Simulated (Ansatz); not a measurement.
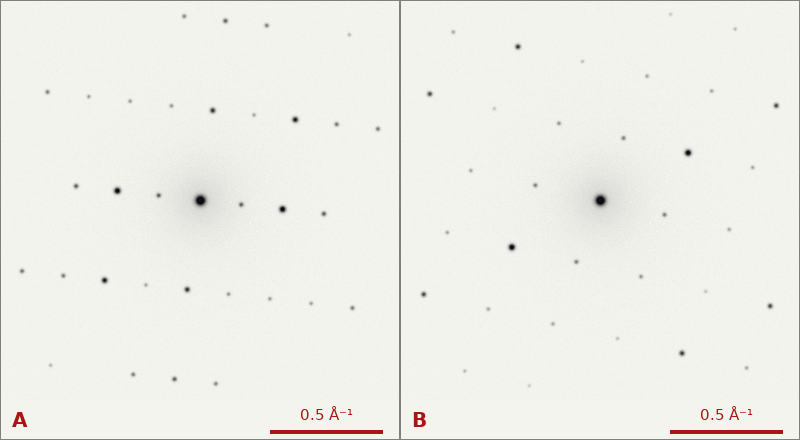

Kinematic electron diffraction patterns (120 kV, B = 0.5 Å², same scale, each along a low-index zone) of two structures of composition TaAs3, each relaxed at zero pressure with Ansatz, DFT PBE, scalar-relativistic, plane waves, PAW.

The structures (standard cells):
1. R-3m (No. 166), a = 7.823 Å, c = 8.710 Å (hexagonal axes), 24 atoms; generated start, possibly hypothetical
2. Pmmn (No. 59), a = 4.446 Å, b = 5.113 Å, c = 6.580 Å, 8 atoms; generated start, possibly hypothetical

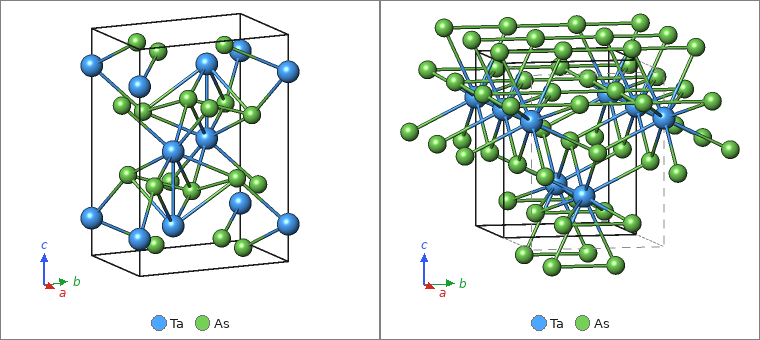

Drawings of the structures 1 to 2, from left to right (each may span several cells).

### Which pattern belongs to which structure, and along which zone?

A is structure 1 along [101] or an equivalent direction: oblique net of -1 1 1 at d = 5.35 Å and -1 -2 1 at d = 2.46 Å, 88.3° apart (some points of this net are extinct or too weak to see). B is structure 2 along [001]: centred rectangular net of 1 -1 0 at d = 3.36 Å and 1 1 0 at d = 3.36 Å, 82.0° apart (some points of this net are extinct or too weak to see).

### Rank the structures by their computed energy.

Structure 2 (Pmmn, 18.70 Å³ an atom) is the lowest of these; structure 1 (R-3m, 19.23 Å³ an atom) lies about 69 meV an atom higher. These are static energies at 0 K; other structures, not shown, may lie lower still.
